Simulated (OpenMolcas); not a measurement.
# PH2 (SMILES [PH2]), step by step

Aim: the energy (ROHF/3-21G), then a single-point energy (CASSCF(3,3)/3-21G), then a single-point energy (CASPT2(3,3)/3-21G), then a single-point energy (SC-NEVPT2(3,3)/3-21G), then the energy (MRCI(3,3)/3-21G) of PH2. 

Program for the calculation: OpenMolcas 26.06.

## (1) The structure to begin with

The species is PH2 (3 atoms), meant as a doublet with charge 0. SMILES: `[PH2]`. The P1–H3 distance was set to 1.740 Å, away from the relaxed value.

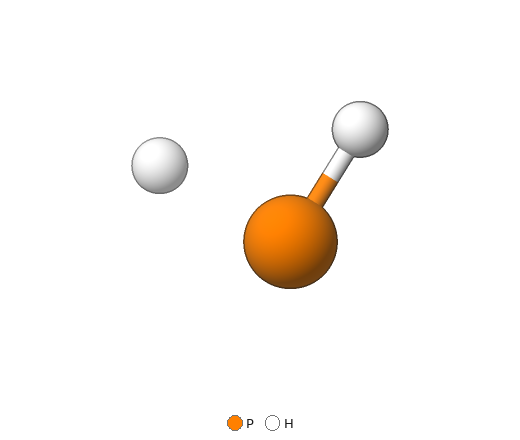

The structure, seen from a chosen angle (phosphorus orange, hydrogen white).

## (2) A single-point energy at ROHF/3-21G (run 1)

step1.input reads:

```
&gateway
  baslib=$CurrDir
  coord
  3
  angstrom
  P        0.799546      -0.197296       0.422103
  H        0.396586       1.132814       0.341843
  H       -0.625980      -0.724620      -0.425100
  basis=3-21G
  group=NoSym

&seward

&scf
  uhf
  spin=2
  scramble=0.25
  prorbitals=1 1

&rasscf
  fileorb=$Project.UnaOrb
  spin=2
  nactel=1 0 0
  inactive=8
  ras2=1
  outorbitals=Canonical
  orblisting=Nothing
```

The basis set 3-21G is read from a file made from the Basis Set Exchange's data (not shown).

Run with:

```
$ export MOLCAS_MEM=1860
$ pymolcas step1.input > step1.log
```

The log of the run:

```text
--- Start Module: gateway ---
[...]
--- Stop Module: gateway /rc=_RC_ALL_IS_WELL_ ---
[...]
      Basis functions           17
[...]
--- Start Module: scf ---
[...]
       Convergence after  15 Iterations
[...]
::    Total SCF energy                               -340.0979647357
[...]
      Total spin, S                                     0.5192297241
[...]
--- Stop Module: scf /rc=_RC_ALL_IS_WELL_ ---
--- Start Module: rasscf ---
[...]
      Number of active orbitals                  1
[...]
      Spin quantum number                      0.5
[...]
      Active orbitals                            1
[...]
      Number of CSFs                             1
[...]
      Number of root(s) required                 1
[...]
      Convergence after  7 iterations
[...]
      printout of CI-coefficients larger than  0.05 for root  1
      energy=    -340.095640
      conf/sym  1     Coeff  Weight
             1  u   1.00000 1.00000
      Natural orbitals and occupation numbers for root  1
      sym 1:   1.000000
      ************************************************************************************************************************
      *                                                    Final results                                                     *
[...]
::    RASSCF root number  1 Total energy:   -340.09563974
[...]
      Total electronic charge=   17.000000
      Total            charge=   -0.000000
[...]
      Dipole Moment (debye):
      Origin of the operator (angstrom)=    0.7437   -0.1728    0.3938
                   X= -4.3847E-01               Y=  7.5905E-01               Z= -1.6132E-01           Total=  8.9131E-01
      Quadrupole Moment (debye*angstrom):
[...]
--- Stop Module: rasscf /rc=_RC_ALL_IS_WELL_ ---
[...]
```

Run time: 2.3 s. Hardware: 1 thread of Arm Neoverse V1, shared host; peak memory 0.37 GiB.

## (3) The energy at CASSCF(3,3)/3-21G (run 2)

step2.input reads:

```
* H2P CASSCF

&GATEWAY
  BasLib=$CurrDir
  Coord
  3
  angstrom
  P        0.799546      -0.197296       0.422103
  H        0.396586       1.132814       0.341843
  H       -0.625980      -0.724620      -0.425100
  Basis=3-21G
  Group=NoSym

&SEWARD

&RASSCF
  FileOrb=$CurrDir/step1.RasOrb
  Spin=2
  Nactel=3 0 0
  Inactive=7
  Ras2=3
  OrbListing=Nothing
  OrbAppear=Compact
```

The basis set 3-21G is read from a file made from the Basis Set Exchange's data (not shown).

Run with:

```
$ export MOLCAS_MEM=1860
$ pymolcas step2.input > step2.log
```

The log of the run:

```text
--- Start Module: gateway ---
[...]
--- Stop Module: gateway /rc=_RC_ALL_IS_WELL_ ---
--- Start Module: seward ---
[...]
      Basis functions           17
--- Stop Module: seward /rc=_RC_ALL_IS_WELL_ ---
--- Start Module: rasscf ---
[...]
      Number of active orbitals                  3
[...]
      Spin quantum number                      0.5
[...]
      Active orbitals                            3
[...]
      Number of CSFs                             8
[...]
      Number of root(s) required                 1
[...]
      Convergence after 15 iterations
[...]
      printout of CI-coefficients larger than  0.05 for root  1
      energy=    -340.122793
      conf/sym  111     Coeff  Weight
             1  2u0  -0.98086 0.96208
             4  udu  -0.05367 0.00288
             8  0u2  -0.18461 0.03408
      Natural orbitals and occupation numbers for root  1
      sym 1:   1.927999   1.000000   0.072001
      ************************************************************************************************************************
      *                                                    Final results                                                     *
[...]
::    RASSCF root number  1 Total energy:   -340.12279272
[...]
      Total electronic charge=   17.000000
      Total            charge=   -0.000000
[...]
      Dipole Moment (debye):
      Origin of the operator (angstrom)=    0.7437   -0.1728    0.3938
                   X= -5.3777E-01               Y=  7.3202E-01               Z= -2.1939E-01           Total=  9.3444E-01
      Quadrupole Moment (debye*angstrom):
[...]
--- Stop Module: rasscf /rc=_RC_ALL_IS_WELL_ ---
[...]
```

It took 1.8 s on 1 thread of Arm Neoverse V1, shared host; peak memory 0.37 GiB.

## (4) A single-point energy at CASPT2(3,3)/3-21G (run 3)

step3.inp reads:

```
* H2P CASPT2
>>> EXPORT MOLCAS_PRINT=2

&GATEWAY
 BasLib=$CurrDir
 Coord
 3
 angstrom
 P        0.799546      -0.197296       0.422103
 H        0.396586       1.132814       0.341843
 H       -0.625980      -0.724620      -0.425100
 Basis=3-21G
 Group=NoSym

&SEWARD

&RASSCF
 FileOrb=$CurrDir/step2.RasOrb
 Spin=2
 Nactel=3 0 0
 Inactive=7
 Ras2=3
 OrbListing=Nothing
 OrbAppear=Compact

&CASPT2
 Imaginary=0.1
 Frozen=5
```

The basis set 3-21G is read from a file made from the Basis Set Exchange's data (not shown).

Run with:

```
$ export MOLCAS_MEM=1860
$ pymolcas step3.inp > step3.log
```

The log of the run:

```text
--- Start Module: gateway ---
[...]
--- Stop Module: gateway /rc=_RC_ALL_IS_WELL_ ---
[...]
      Basis functions           17
[...]
--- Start Module: rasscf ---
[...]
      Number of active orbitals                  3
[...]
      Spin quantum number                      0.5
[...]
      Active orbitals                            3
[...]
      Number of CSFs                             8
[...]
      Number of root(s) required                 1
[...]
      Convergence after  4 iterations
[...]
      printout of CI-coefficients larger than  0.05 for root  1
      energy=    -340.122793
      conf/sym  111     Coeff  Weight
             1  2u0  -0.98086 0.96208
             4  udu  -0.05368 0.00288
             8  0u2  -0.18461 0.03408
      Natural orbitals and occupation numbers for root  1
      sym 1:   1.928000   1.000000   0.072000
      ************************************************************************************************************************
      *                                                    Final results                                                     *
[...]
::    RASSCF root number  1 Total energy:   -340.12279272
[...]
      Total electronic charge=   17.000000
      Total            charge=   -0.000000
[...]
      Dipole Moment (debye):
      Origin of the operator (angstrom)=    0.7437   -0.1728    0.3938
                   X= -5.3777E-01               Y=  7.3200E-01               Z= -2.1940E-01           Total=  9.3443E-01
      Quadrupole Moment (debye*angstrom):
[...]
--- Stop Module: rasscf /rc=_RC_ALL_IS_WELL_ ---
--- Start Module: caspt2 ---
[...]
 ###    WARNING: User changed nr of frozen orbitals.                         ###
 ###############################################################################
[...]
      E2 (Variational):          -0.0364587934
      Total energy:            -340.1592515112
[...]
      Reference weight:           0.98238
[...]
::    CASPT2 Root  1     Total energy:   -340.15925151
[...]
--- Stop Module: caspt2 /rc=_RC_ALL_IS_WELL_ ---
[...]
```

It took 1.7 s on 1 thread of Arm Neoverse V1, shared host; peak memory 0.37 GiB.

## (5) A single-point energy at SC-NEVPT2(3,3)/3-21G (run 4)

step4.input reads:

```
* H2P NEVPT2
>>> EXPORT MOLCAS_PRINT=2

&GATEWAY
  BasLib=$CurrDir
  Coord
  3
  angstrom
  P        0.799546      -0.197296       0.422103
  H        0.396586       1.132814       0.341843
  H       -0.625980      -0.724620      -0.425100
  Basis=3-21G
  Group=NoSym

&SEWARD

&RASSCF
  FileOrb=$CurrDir/step2.RasOrb
  Spin=2
  Nactel=3 0 0
  Inactive=7
  Ras2=3
  OrbListing=Nothing
  OrbAppear=Compact

&CASPT2
  SC-NEVPT2
  Frozen=5
```

The basis set 3-21G is read from a file made from the Basis Set Exchange's data (not shown).

Run with:

```
$ export MOLCAS_MEM=1860
$ pymolcas step4.input > step4.log
```

The log of the run:

```text
--- Start Module: gateway ---
[...]
--- Stop Module: gateway /rc=_RC_ALL_IS_WELL_ ---
[...]
      Basis functions           17
[...]
--- Start Module: rasscf ---
[...]
      Number of active orbitals                  3
[...]
      Spin quantum number                      0.5
[...]
      Active orbitals                            3
[...]
      Number of CSFs                             8
[...]
      Number of root(s) required                 1
[...]
      Convergence after  4 iterations
[...]
      printout of CI-coefficients larger than  0.05 for root  1
      energy=    -340.122793
      conf/sym  111     Coeff  Weight
             1  2u0  -0.98086 0.96208
             4  udu  -0.05368 0.00288
             8  0u2  -0.18461 0.03408
      Natural orbitals and occupation numbers for root  1
      sym 1:   1.928000   1.000000   0.072000
      ************************************************************************************************************************
      *                                                    Final results                                                     *
[...]
::    RASSCF root number  1 Total energy:   -340.12279272
[...]
      Total electronic charge=   17.000000
      Total            charge=   -0.000000
[...]
      Dipole Moment (debye):
      Origin of the operator (angstrom)=    0.7437   -0.1728    0.3938
                   X= -5.3777E-01               Y=  7.3200E-01               Z= -2.1940E-01           Total=  9.3443E-01
      Quadrupole Moment (debye*angstrom):
[...]
--- Stop Module: rasscf /rc=_RC_ALL_IS_WELL_ ---
--- Start Module: caspt2 ---
[...]
 ###    WARNING: User changed nr of frozen orbitals.                         ###
 ###############################################################################
[...]
      E2 (Variational):          -0.0364493991
[...]
      E2 (Variational):          -0.0363629895
      Total energy:            -340.1591557072
[...]
      Reference weight:           0.98218
[...]
::    SC-NEVPT2 Root  1     Total energy:   -340.15915571
[...]
--- Stop Module: caspt2 /rc=_RC_ALL_IS_WELL_ ---
[...]
```

Run time: 1.7 s. Hardware: 1 thread of Arm Neoverse V1, shared host; peak memory 0.37 GiB.

## (6) The energy at MRCI(3,3)/3-21G (run 5)

step5.input reads:

```
* H2P MRCI

&GATEWAY
 BASLIB=$CurrDir
 COORD
 3
 angstrom
 P        0.799546      -0.197296       0.422103
 H        0.396586       1.132814       0.341843
 H       -0.625980      -0.724620      -0.425100
 BASIS=3-21G
 GROUP=NoSym

&SEWARD

&RASSCF
 FILEORB=$CurrDir/step2.RasOrb
 SPIN=2
 NACTEL=3 0 0
 INACTIVE=7
 RAS2=3
 ORBLISTING=Nothing
 ORBAPPEAR=Compact

&MOTRA
 LUMORB
 FROZEN=5

&GUGA
 ELECTRONS=7
 SPIN=2
 INACTIVE=2
 ACTIVE=3
 CIALL=1

&MRCI
 SDCI
```

The basis set 3-21G is read from a file made from the Basis Set Exchange's data (not shown).

Run with:

```
$ export MOLCAS_MEM=1860
$ pymolcas step5.input > step5.log
```

The log of the run:

```text
--- Start Module: gateway ---
[...]
--- Stop Module: gateway /rc=_RC_ALL_IS_WELL_ ---
[...]
      Basis functions           17
[...]
      Number of active orbitals                  3
[...]
      Spin quantum number                      0.5
[...]
      Active orbitals                            3
[...]
      Number of CSFs                             8
[...]
      Number of root(s) required                 1
[...]
      Convergence after  4 iterations
[...]
      printout of CI-coefficients larger than  0.05 for root  1
      energy=    -340.122793
      conf/sym  111     Coeff  Weight
             1  2u0  -0.98086 0.96208
             4  udu  -0.05368 0.00288
             8  0u2  -0.18461 0.03408
      Natural orbitals and occupation numbers for root  1
      sym 1:   1.928000   1.000000   0.072000
      ************************************************************************************************************************
      *                                                    Final results                                                     *
[...]
::    RASSCF root number  1 Total energy:   -340.12279272
[...]
      Dipole Moment (debye):
      Origin of the operator (angstrom)=    0.7437   -0.1728    0.3938
                   X= -5.3777E-01               Y=  7.3200E-01               Z= -2.1940E-01           Total=  9.3443E-01
      Quadrupole Moment (debye*angstrom):
[...]
      *** WARNING: Default frozen orbitals is overwritten by user input.
      *** Default values:   5
[...]
--- Start Module: guga ---
[...]
--- Stop Module: guga /rc=_RC_ALL_IS_WELL_ ---
--- Start Module: mrci ---
[...]
       (But an ACPF correction will be computed)
       USE THE DEFAULT ACPF G-VALUE GFAC=  0.28571428571428570
[...]
                      CI ENERGY:  -340.17040268
[...]
                ACPF CORRECTION:    -0.00112229
[...]
      Total electronic charge=   17.000000
      Total            charge=   -0.000000
[...]
     ACPF CORRECTION:     -0.00112229
[...]
  CI State   1     Total energy:   -340.17040268     QDav:     -0.00158616     QACPF:     -0.00112229
[...]
--- Stop Module: mrci /rc=_RC_ALL_IS_WELL_ ---
[...]
```

It took 1.8 s on 1 thread of Arm Neoverse V1, shared host; peak memory 0.37 GiB.

## (7) Outcome

```
                                                   quantity          value
                            run 1, ROHF/3-21G: total energy  -340.09564 Eh
                           run 1, ROHF/3-21G: dipole moment         0.89 D
                     run 2, CASSCF(3,3)/3-21G: total energy  -340.12279 Eh
   run 2, CASSCF(3,3)/3-21G: dipole moment (CASSCF density)         0.93 D
                     run 3, CASPT2(3,3)/3-21G: total energy  -340.15925 Eh
   run 3, CASPT2(3,3)/3-21G: dipole moment (CASSCF density)         0.93 D
                  run 4, SC-NEVPT2(3,3)/3-21G: total energy  -340.15916 Eh
run 4, SC-NEVPT2(3,3)/3-21G: dipole moment (CASSCF density)         0.93 D
                       run 5, MRCI(3,3)/3-21G: total energy  -340.17040 Eh
     run 5, MRCI(3,3)/3-21G: dipole moment (CASSCF density)         0.93 D
```

Mulliken charges (run 4, SC-NEVPT2(3,3)/3-21G) of the CASSCF density run from -0.09 on H2 to +0.11 on P1; they depend strongly on the basis.
